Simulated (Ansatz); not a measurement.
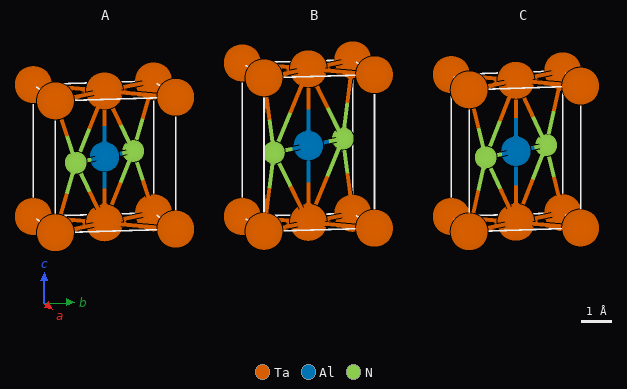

3 geometries from one relaxation of solid Ta2AlN2 (a generated structure, set up in Cmmm) (coarse preliminary run), in shuffled order. The picture is a ball-and-stick view of the cell of the calculation, seen slightly off an axis.

Theory: DFT PBE, scalar-relativistic, plane waves, PAW in Ansatz. (plane-wave cutoff 420 eV; k-point mesh 4 × 4 × 4; occupations gaussian; smearing width 0.1 eV; no spin polarisation; cell and atoms relaxed; force threshold 0.04 eV/Å; at most 70 steps)

Order the frames from highest to lowest energy.

A, C, B. They are steps 0, 4, 16, at +2.988 eV per cell of the calculation, +2.289 eV per cell of the calculation relative to the last. The largest moves relative to the cell, 0.52 Å, are those of N atoms. Ta and Al stay in place. The volume changes by −2.3 %, with a = b 4.197 → 3.844 Å (−8.4 %), c 4.529 → 5.273 Å (+16.4 %), γ 92.3° → 90.9°. Among the contacts that change: N–N 2.507 → 1.220 Å, N–Ta 2.877 → 3.388 Å, Al–Ta 2.265 → 2.636 Å, Al–N 1.774 → 2.128 Å. New bonds form: N–N (2.51 → 1.22 Å). Bond angles that change, for instance: Ta–N–Ta 122.1° → 153.9°, Ta–N–Al 119.0° → 103.0°. The space group stays Cmmm (No. 65). The energy falls by 2.988 eV per cell of the calculation in 12 accepted moves (16 points after the start). The largest force component goes from 1.4 to 0.012 eV/Å. Pressure: −3.79 GPa at the start and 0.01 GPa at the end. The line search rejected the trial step at point 7 of the run. At 3 points the geometry stayed and the basis and grid were re-selected for the new cell (energy shift of 39.4 meV per cell of the calculation at most each time). The run took 48 s on 1 thread of Intel(R) Xeon(R) Processor @ 2.70GHz, with other jobs on the host, peak memory 0.39 GiB.

Limits of the set-up: the k-point mesh is coarse for a cell with partly filled bands.
